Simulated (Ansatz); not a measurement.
CH2NSi: molecular dynamics (part 2 of 2)

The same run, continued: CH2NSi, multiplicity 2, SMILES [C]1=N[SiH2]1; UKS PBE-D4/cc-pVDZ (Ansatz 0.2.0). 

Geometry of the input (Å):
```
C  0.9389  -0.8057  0.9725
N  -0.0796  -0.1822  1.3602
Si -0.1117  0.1406  -0.3689
H  -1.0655  -0.6020  -1.1598
H  0.3179  1.4493  -0.8039
```

### What the program printed, continued
```
md step    78: t =    39.00 fs  T =   304.1 K  F+E_penalty+E_count = -10427.02798288 eV  E_kin = 0.117919 eV  conserved = -10426.91006411 eV  (28 SCF iters, 3 dispersion substeps)
md step    79: t =    39.50 fs  T =   298.7 K  F+E_penalty+E_count = -10427.02594176 eV  E_kin = 0.115849 eV  conserved = -10426.91009277 eV  (28 SCF iters, 3 dispersion substeps)
these checks for a lower state are left out or cut short: starts, cluster_reference, orbital_swaps, neighbouring_geometries, increment
732 factors; their error is unknown
mean field -10426.94169888 eV, -383.1830397987 hartree, gradient 2.7e-5 eV, S^2 0.755118; 0 other end points of the search recorded, 0 dependent functions left out
the calculation of the forces begins
reference -10426.94172809 eV, -383.1830408722 hartree; 15, 14 occupied and 41, 42 virtual orbitals, 732 factors
732 factors; their error is unknown
mean field -10426.94169888 eV, -383.1830397987 hartree, gradient 2.7e-5 eV, S^2 0.755118; 1 other end points of the search recorded, 0 dependent functions left out
the calculation of the forces begins
reference -10426.94172809 eV, -383.1830408722 hartree; 15, 14 occupied and 41, 42 virtual orbitals, 732 factors
md step    80: t =    40.00 fs  T =   299.8 K  F+E_penalty+E_count = -10427.02637880 eV  E_kin = 0.116238 eV  conserved = -10426.91014082 eV  (32 SCF iters, 3 dispersion substeps)
```

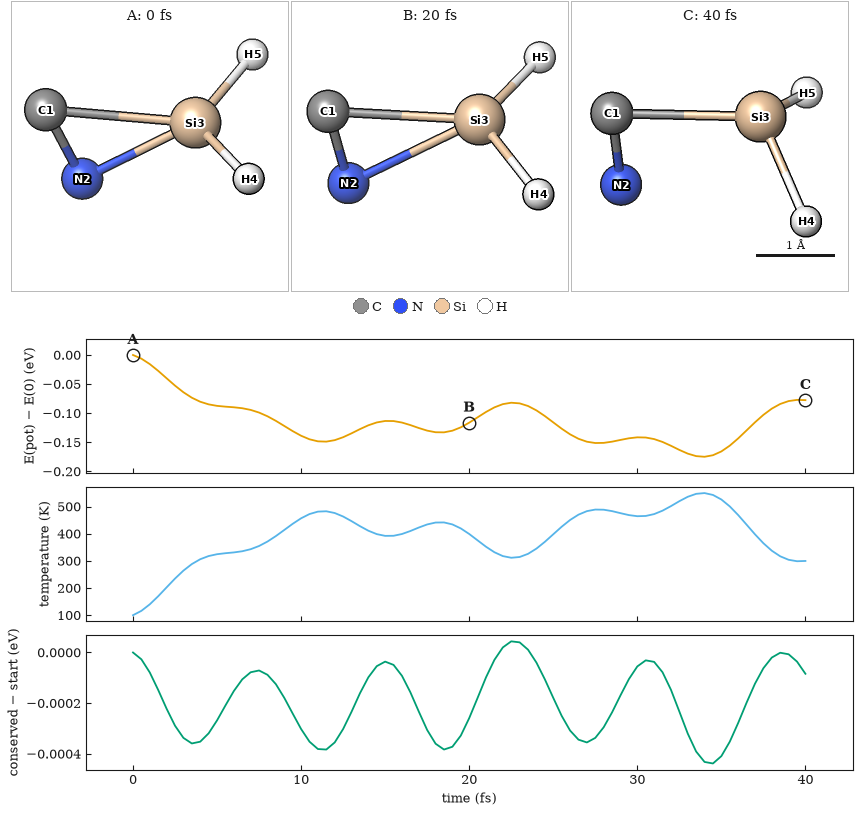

Frames of the molecular dynamics (ball-and-stick, seen at a tilt) above the curves, on which the letters mark them. The trajectory kept here has 81 frames over 40 fs. The temperature starts at 100 K, ranges from 100 to 550 K and averages 425 K over the second half. The potential energy ends 0.078 eV below its first value. The conserved quantity stays within 0.00048 eV. After an unweighted best fit of the last frame on the first, the root-mean-square displacement is 0.26 Å, and Si3 has moved furthest (0.51 Å).

```
Total energy: -10427.02640801 eV, -383.1861528021 hartree
Atom 0 at     0.846233    -0.730139     0.956500 Å, force    -0.682735     0.301203     0.623872 eV/Å
Atom 1 at    -0.056846    -0.248127     1.609865 Å, force     0.872189    -0.535028    -0.317501 eV/Å
Atom 2 at    -0.052806     0.122497    -0.519463 Å, force    -0.935620     1.257559     0.166243 eV/Å
Atom 3 at    -1.516001    -0.329015    -0.699101 Å, force     0.515588    -0.058660    -0.153015 eV/Å
Atom 4 at    -0.084335     1.697411    -0.349146 Å, force     0.230577    -0.965075    -0.319599 eV/Å
Dipole moment:    -0.027303     0.065653    -0.376243 e Å
```

### Trajectory as extended XYZ (Å, eV, eV/Å), 18 of the 81 frames kept, from step=0 to step=80
```
5
Properties=species:S:1:pos:R:3:forces:R:3 step=0 time_fs=0.0 energy=-10426.94883 temperature=100.0
C     0.9389   -0.8057    0.9725   -0.8041   0.4682   0.4735
N    -0.0796   -0.1822    1.3602    0.9010  -0.8706   1.4869
Si   -0.1117    0.1406   -0.3689    0.3755  -0.0713  -1.1085
H    -1.0655   -0.6020   -1.1598   -0.6859  -0.4275  -0.5419
H     0.3179    1.4493   -0.8039    0.2135   0.9012  -0.3099
5
Properties=species:S:1:pos:R:3:forces:R:3 step=5 time_fs=2.5 energy=-10427.00144 temperature=234.9
C     0.9388   -0.8038    0.9696   -1.0422   0.6049   0.5570
N    -0.0812   -0.1853    1.3737    1.1209  -0.9147   1.0125
Si   -0.1099    0.1424   -0.3737   -0.2283  -0.6134  -1.2635
H    -1.1059   -0.6349   -1.1766   -0.0063   0.1303  -0.0127
H     0.3312    1.4538   -0.8066    0.1558   0.7929  -0.2934
5
Properties=species:S:1:pos:R:3:forces:R:3 step=9 time_fs=4.5 energy=-10427.03363 temperature=317.9
C     0.9351   -0.8001    0.9693   -0.8582   0.4875   0.4768
N    -0.0792   -0.1906    1.3878    0.9161  -0.7100   0.7205
Si   -0.1086    0.1429   -0.3795   -0.3953  -0.3503  -1.4723
H    -1.1410   -0.6577   -1.1925    0.4393   0.4935   0.3325
H     0.3484    1.4908   -0.8210   -0.1020   0.0793  -0.0574
5
Properties=species:S:1:pos:R:3:forces:R:3 step=14 time_fs=7.0 energy=-10427.04316 temperature=343.0
C     0.9267   -0.7935    0.9709   -0.2606   0.1268   0.2105
N    -0.0732   -0.1997    1.4081    0.2904  -0.2408   0.5206
Si   -0.1078    0.1430   -0.3896   -0.2253   0.1878  -1.3601
H    -1.1617   -0.6600   -1.1949    0.5547   0.5837   0.4257
H     0.3636    1.5387   -0.8412   -0.3592  -0.6574   0.2033
5
Properties=species:S:1:pos:R:3:forces:R:3 step=19 time_fs=9.5 energy=-10427.07957 temperature=436.5
C     0.9172   -0.7862    0.9736    0.4426  -0.2840  -0.1481
N    -0.0661   -0.2099    1.4308   -0.4483   0.2739   0.4441
Si   -0.1075    0.1435   -0.4025    0.2336   0.5050  -0.7118
H    -1.1517   -0.6294   -1.1736    0.1544   0.2650   0.1463
H     0.3584    1.5505   -0.8502   -0.3824  -0.7598   0.2696
5
Properties=species:S:1:pos:R:3:forces:R:3 step=24 time_fs=12.0 energy=-10427.09510 temperature=476.3
C     0.9097   -0.7803    0.9756    0.7937  -0.4765  -0.4025
N    -0.0608   -0.2190    1.4553   -0.8483   0.5694   0.3004
Si   -0.1066    0.1450   -0.4168    0.7846   0.3505   0.3059
H    -1.1342   -0.5841   -1.1446   -0.5632  -0.2784  -0.3293
H     0.3314    1.5202   -0.8441   -0.1668  -0.1650   0.1255
5
Properties=species:S:1:pos:R:3:forces:R:3 step=28 time_fs=14.0 energy=-10427.06958 temperature=411.1
C     0.9064   -0.7772    0.9758    0.6306  -0.3706  -0.4074
N    -0.0590   -0.2247    1.4759   -0.7314   0.5444   0.0211
Si   -0.1047    0.1467   -0.4279    0.8449  -0.3295   0.9343
H    -1.1414   -0.5576   -1.1335   -0.8349  -0.4746  -0.4703
H     0.3022    1.4876   -0.8335    0.0908   0.6303  -0.0778
5
Properties=species:S:1:pos:R:3:forces:R:3 step=33 time_fs=16.5 energy=-10427.06920 temperature=410.0
C     0.9048   -0.7749    0.9744    0.0296  -0.0166  -0.1788
N    -0.0594   -0.2297    1.5015   -0.1859   0.2778  -0.4957
Si   -0.1010    0.1480   -0.4401    0.3016  -1.1939   0.9366
H    -1.1916   -0.5473   -1.1422   -0.3507  -0.1501  -0.0997
H     0.2708    1.4821   -0.8246    0.2055   1.0828  -0.1624
5
Properties=species:S:1:pos:R:3:forces:R:3 step=38 time_fs=19.0 energy=-10427.07884 temperature=434.3
C     0.9034   -0.7726    0.9720   -0.5804   0.3306   0.1286
N    -0.0606   -0.2335    1.5250    0.3843  -0.0159  -0.9803
Si   -0.0965    0.1470   -0.4503   -0.1367  -0.9346   0.4008
H    -1.2618   -0.5456   -1.1565    0.3570   0.2897   0.3699
H     0.2497    1.5348   -0.8237   -0.0241   0.3302   0.0810
5
Properties=species:S:1:pos:R:3:forces:R:3 step=42 time_fs=21.0 energy=-10427.04668 temperature=352.1
C     0.9004   -0.7697    0.9706   -0.8271   0.4649   0.2913
N    -0.0605   -0.2366    1.5409    0.6167  -0.1402  -1.1886
Si   -0.0931    0.1447   -0.4578   -0.1959  -0.3027   0.0683
H    -1.3054   -0.5336   -1.1539    0.6191   0.4273   0.5353
H     0.2327    1.5936   -0.8203   -0.2128  -0.4494   0.2937
5
Properties=species:S:1:pos:R:3:forces:R:3 step=47 time_fs=23.5 energy=-10427.03645 temperature=326.0
C     0.8930   -0.7641    0.9700   -0.7101   0.3910   0.2770
N    -0.0581   -0.2409    1.5562    0.5040  -0.0902  -1.1244
Si   -0.0891    0.1414   -0.4671    0.0203   0.3087  -0.0045
H    -1.3282   -0.4966   -1.1227    0.4602   0.3010   0.4546
H     0.2001    1.6423   -0.8002   -0.2744  -0.9105   0.3974
5
Properties=species:S:1:pos:R:3:forces:R:3 step=52 time_fs=26.0 energy=-10427.08510 temperature=450.6
C     0.8822   -0.7565    0.9707   -0.1695   0.0833  -0.0001
N    -0.0537   -0.2455    1.5668   -0.0112   0.1660  -0.7122
Si   -0.0851    0.1386   -0.4762    0.5148   0.4868   0.2382
H    -1.3258   -0.4429   -1.0655   -0.1715  -0.0680   0.1430
H     0.1519    1.6398   -0.7571   -0.1626  -0.6681   0.3311
5
Properties=species:S:1:pos:R:3:forces:R:3 step=56 time_fs=28.0 energy=-10427.09977 temperature=488.5
C     0.8728   -0.7502    0.9713    0.3830  -0.2262  -0.3129
N    -0.0501   -0.2487    1.5730   -0.5285   0.4210  -0.2495
Si   -0.0811    0.1371   -0.4833    0.8471   0.1475   0.4462
H    -1.3292   -0.4016   -1.0125   -0.6981  -0.3498  -0.0871
H     0.1062    1.6093   -0.7083   -0.0034   0.0076   0.2032
5
Properties=species:S:1:pos:R:3:forces:R:3 step=61 time_fs=30.5 energy=-10427.09057 temperature=465.4
C     0.8630   -0.7433    0.9706    0.8132  -0.4693  -0.5458
N    -0.0477   -0.2511    1.5799   -0.8964   0.5807   0.2003
Si   -0.0746    0.1353   -0.4912    0.5671  -0.6734   0.3452
H    -1.3696   -0.3682   -0.9503   -0.6319  -0.3650  -0.0755
H     0.0493    1.5758   -0.6369    0.1480   0.9269   0.0757
5
Properties=species:S:1:pos:R:3:forces:R:3 step=66 time_fs=33.0 energy=-10427.11824 temperature=536.0
C     0.8569   -0.7386    0.9674    0.6225  -0.3774  -0.3615
N    -0.0490   -0.2511    1.5875   -0.6282   0.3896   0.2364
Si   -0.0669    0.1323   -0.4984   -0.3041  -0.6813  -0.0313
H    -1.4441   -0.3552   -0.8917    0.1515  -0.1053   0.1024
H     0.0006    1.5921   -0.5603    0.1582   0.7744   0.0539
5
Properties=species:S:1:pos:R:3:forces:R:3 step=71 time_fs=35.5 energy=-10427.10453 temperature=500.6
C     0.8538   -0.7357    0.9624   -0.0179  -0.0457   0.1319
N    -0.0527   -0.2495    1.5960    0.0925  -0.0460  -0.0627
Si   -0.0599    0.1279   -0.5057   -0.9993   0.2499  -0.1791
H    -1.5105   -0.3491   -0.8278    0.7712   0.0736   0.1352
H    -0.0388    1.6503   -0.4808    0.1535  -0.2318  -0.0253
5
Properties=species:S:1:pos:R:3:forces:R:3 step=75 time_fs=37.5 energy=-10427.05167 temperature=365.0
C     0.8514   -0.7336    0.9588   -0.4942   0.2021   0.4906
N    -0.0556   -0.2482    1.6026    0.6258  -0.3668  -0.2993
Si   -0.0558    0.1247   -0.5118   -1.1976   0.9097  -0.0744
H    -1.5330   -0.3417   -0.7712    0.8814   0.0820   0.0415
H    -0.0635    1.6907   -0.4182    0.1846  -0.8270  -0.1584
5
Properties=species:S:1:pos:R:3:forces:R:3 step=80 time_fs=40.0 energy=-10427.02638 temperature=299.8
C     0.8462   -0.7301    0.9565   -0.6827   0.3012   0.6239
N    -0.0568   -0.2481    1.6099    0.8722  -0.5350  -0.3175
Si   -0.0528    0.1225   -0.5195   -0.9356   1.2576   0.1662
H    -1.5160   -0.3290   -0.6991    0.5156  -0.0587  -0.1530
H    -0.0843    1.6974   -0.3491    0.2306  -0.9651  -0.3196
```

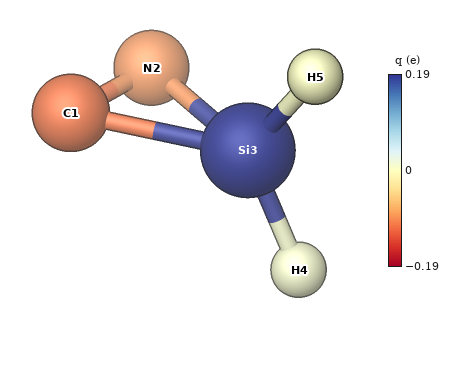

Mulliken charges, as the colour of each atom (ball-and-stick view, seen at a tilt; atoms are numbered from 1 in the order of the input). By element: C −0.11, N −0.09, Si +0.19 and H 0.00 to +0.01 e.
